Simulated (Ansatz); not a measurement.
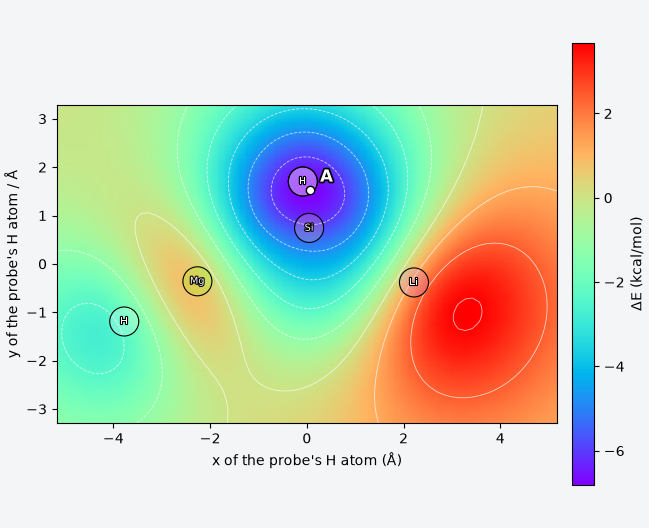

H₃LiMgSi (SMILES [Li][SiH2][MgH]) with the probe HF. The probe is moved over a plane parallel to the molecule's main plane, 2.87 Å above it. First axis: x of the probe's H atom. Second axis: y of the probe's H atom. Nothing is relaxed (molecule and probe rigid, the probe upright with H nearest the plane). The grid has 23 × 15 points. Points are written as (first, second). Energies: kcal/mol, counted from molecule and probe far apart, each relaxed in its own basis (no counterpoise correction). The calculation used RKS PBE0-D4/def2-SVPD (Ansatz 0.2.0).

Drawn: a smooth colour map with a few white contour lines, labelled circles for the molecule's atoms, projected on the plane, the point A. Between grid points the surface is interpolated.

Question: What is the easiest way out of the well at A, and how high is the barrier?

Answer: The easiest path leads from the well at about (0.07 Å, 1.53 Å) to the well at about (−4.44 Å, −1.53 Å), about 4.1 kcal/mol higher. Its highest point lies about 6.6 kcal/mol above the bottom of the first well on the interpolated surface, at about (−4.14 Å, 1.82 Å). Seen from the upper well the barrier is about 2.6 kcal/mol. This is the barrier on the constrained surface; relaxing the other coordinates would change it.

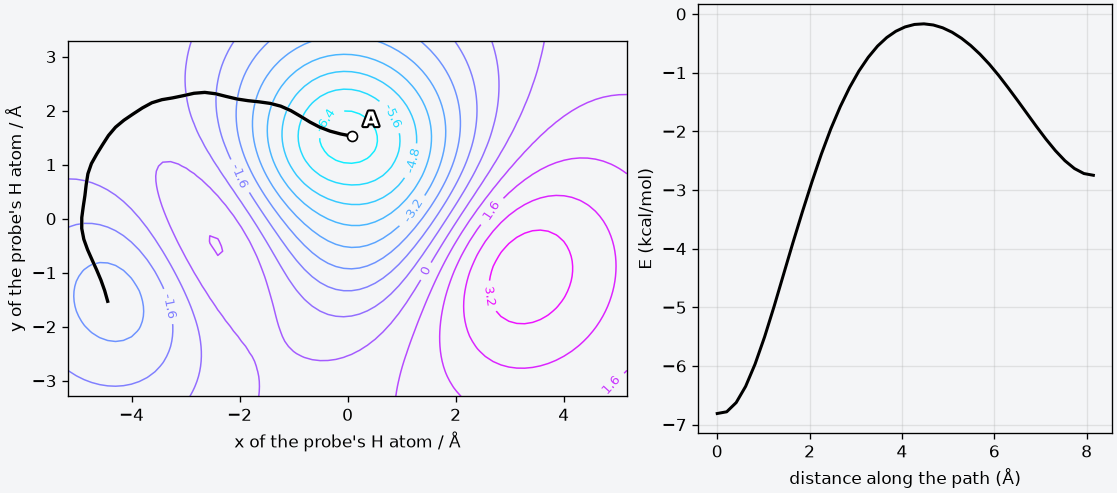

In the figure: contour lines labelled in kcal/mol, a line along the lowest path, the energy along the path at the right. Between grid points the surface is interpolated.
